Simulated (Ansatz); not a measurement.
**C2HClFIn (SMILES C#[C][In]([F])[Cl]) at HSE06/def2-SVP (core potential)**

What is the energy change on altering one bond length of C2HClFIn at HSE06/def2-SVP (core potential)? 

The calculation is run with Ansatz 0.2.0.

112 further runs of the same task are left out: 112 set aside as unsound or not needed. Runs told in other sessions of the task aren't counted.

**1. The structure to begin with**

The species is C2HClFIn (6 atoms), meant as a singlet with charge 0. As SMILES, `C#[C][In]([F])[Cl]`. Geometry: relaxed at PBE0-D4/def2-TZVP.

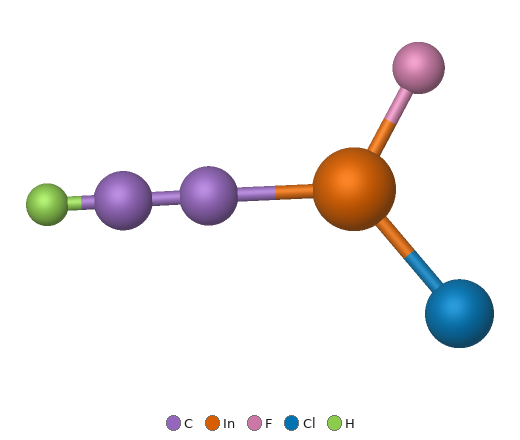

The structure, seen from a chosen angle (carbon purple, indium orange, fluorine pink, chlorine blue, hydrogen green).

**2. A single-point energy at HSE06/def2-SVP (core potential)**

File in.yaml:

```yaml
basis:
  gaussian:
    orbitals: def2-SVP
crystal:
  periodic: [false, false, false]
  atoms:
    - symbol: C
      position_ang: [1.088300, 0.340300, 1.700800]
    - symbol: C
      position_ang: [0.438900, 0.120100, 0.708700]
    - symbol: In
      position_ang: [-0.655800, -0.235700, -0.984700]
    - symbol: F
      position_ang: [-1.773600, -1.806600, -1.123700]
    - symbol: Cl
      position_ang: [-0.759200, 1.049500, -2.880900]
    - symbol: H
      position_ang: [1.661500, 0.532400, 2.579900]
hamiltonian:
  xc: hse06
accuracy: high
output: {orbitals: {seedname: orbitals}}
```

Command:

```
$ ansatz run in.yaml --threads 1 --pin off --max-ram 2610MiB --events-out events.jsonl --progress --plain --runs-dir runs
```

Log:

```text
Warning: RAYON_NUM_THREADS=1 ignored (pool sized by the plan → 1); use --threads N
Functional definition: HSE06
  name "HSE06"
  parameter a = 0.25
  parameter omega = 0.11/bohr
  exchange = pbe_x - a*pbe_x_sr(omega) + a*exact_x_sr(omega)
  correlation = pbe_c
1941 factors; integrals over basis functions are off by at most 2.1e-8 eV
103 factors; integrals over basis functions are off by at most 1.5e-9 eV
mean field evaluation 1: about -22478.9350 eV, gradient 5.4e1 eV
mean field evaluation 2: about -22463.5356 eV, gradient 1.0e2 eV
mean field evaluation 4: about -22485.6978 eV, gradient 7.5e0 eV
mean field evaluation 8: about -22485.9583 eV, gradient 9.6e-1 eV
mean field evaluation 16: about -22485.9608 eV, gradient 6.4e-5 eV
mean field -22485.96077627 eV, -826.3438169963 hartree, gradient 8.4e-8 eV, S^2 0.000000; 0 other end points of the search recorded, 0 dependent functions left out
reference -22485.96078072 eV, -826.3438171599 hartree; 30, 30 occupied and 61, 61 virtual orbitals, 1941 factors
Total energy: -22485.96078072 eV, -826.3438171599 hartree
```

It took 3.3 s on 1 thread of AMD EPYC 9R45 (Zen 5), shared host; peak memory 0.36 GiB.

**3. The distorted shape at the same level**

File molecule.yaml:

```yaml
crystal:
  periodic: [false, false, false]
  atoms:
    - symbol: C
      position_ang: [1.119318, -0.045235, 2.269623]
    - symbol: C
      position_ang: [0.469918, -0.265435, 1.277523]
    - symbol: In
      position_ang: [-0.624782, -0.621235, -0.415877]
    - symbol: F
      position_ang: [-1.742582, -2.192135, -0.554877]
    - symbol: Cl
      position_ang: [-0.759200, 1.049500, -2.880900]
    - symbol: H
      position_ang: [1.692518, 0.146865, 3.148723]
basis:
  gaussian:
    orbitals: def2-SVP
total_charge: 0
magnetization:
  spin_polarized: false
  initial_magnetization: 0
hamiltonian:
  xc: {name: HSE06}
accuracy: high
output:
  orbitals: {seedname: orbitals}
```

Command:

```
$ ansatz run molecule.yaml --threads 1 --pin off --max-ram 2610MiB --events-out events.jsonl --progress --plain --runs-dir runs
```

Log, shortened:

```text
Warning: RAYON_NUM_THREADS=1 ignored (pool sized by the plan → 1); use --threads N
[... 6 set-up lines as earlier in the session ...]
1913 factors; integrals over basis functions are off by at most 6.0e-9 eV
108 factors; integrals over basis functions are off by at most 1.0e-9 eV
mean field evaluation 1: about -22476.5638 eV, gradient 5.6e1 eV
mean field evaluation 2: about -22456.1446 eV, gradient 1.1e2 eV
mean field evaluation 4: about -22484.0820 eV, gradient 1.1e1 eV
mean field evaluation 8: about -22484.5084 eV, gradient 1.2e0 eV
mean field evaluation 16: about -22484.5125 eV, gradient 1.2e-4 eV
mean field -22484.51247347 eV, -826.2905928500 hartree, gradient 2.1e-8 eV, S^2 0.000000; 0 other end points of the search recorded, 0 dependent functions left out
reference -22484.51247783 eV, -826.2905930103 hartree; 30, 30 occupied and 61, 61 virtual orbitals, 1913 factors
Total energy: -22484.51247783 eV, -826.2905930103 hartree
```

It took 3.6 s on 1 thread of AMD EPYC 9R45 (Zen 5), shared host; peak memory 0.35 GiB.

**4. What came out**

At HSE06/def2-SVP (core potential):

```
                                                           quantity          value
                                          first shape: total energy  -826.34382 Eh
                                           first shape: HOMO energy       -8.49 eV
                                           first shape: LUMO energy       -2.25 eV
                                         first shape: HOMO–LUMO gap        6.25 eV
                                      distorted shape: total energy  -826.29059 Eh
                                       distorted shape: HOMO energy       -7.36 eV
                                       distorted shape: LUMO energy       -4.07 eV
                                     distorted shape: HOMO–LUMO gap        3.28 eV
energy change with the In3–Cl5 bond stretched from 2.293 to 2.981 Å       1.448 eV
```

In words: With the In3–Cl5 bond stretched from 2.293 to 2.981 Å the energy rises by 1.45 eV (33 kcal/mol). The first shape isn't relaxed at this level, so the change isn't measured from a minimum.
